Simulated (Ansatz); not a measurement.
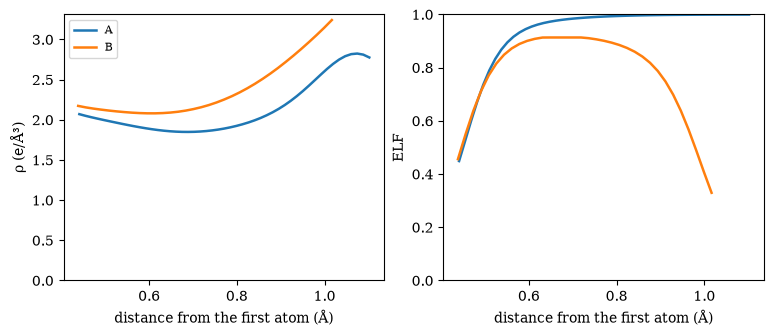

Figure. C2H6N (SMILES C[N-]C) (charge −1). Electron density and ELF along straight lines between neighbouring atoms. The curves leave out the atomic cores.

Geometry: PBE0-D4/def2-TZVPD; the highest occupied orbital lies above zero, a sign that basis and functional describe the outermost electron poorly.

The calculation used Ansatz 0.2.0, RKS PBE0-D4/def2-TZVPPD.

```xyz
9

C    -0.2155    0.8154   -0.7732
N     0.4733   -0.4005   -0.6601
C     0.3100   -0.8953    0.6415
H    -1.3306    0.7520   -0.5678
H    -0.1185    1.2482   -1.7819
H     0.1255    1.6247   -0.0533
H    -0.7673   -1.0816    0.9485
H     0.8345   -1.8540    0.7834
H     0.6887   -0.2089    1.4630
```

**Which curve belongs to which contact (C–H and C–N)? The first atom named is at distance zero.**

Curve A: C–H (1.10 Å): ρ at the midpoint is about 1.9 e/Å³; the ELF climbs to about 1 towards the hydrogen, as it does in any bond to H (a covalent bond by its length). Curve B: C–N (1.40 Å): ρ at the midpoint is about 2.1 e/Å³; the ELF peaks at about 0.90 between the atoms; a covalent bond.
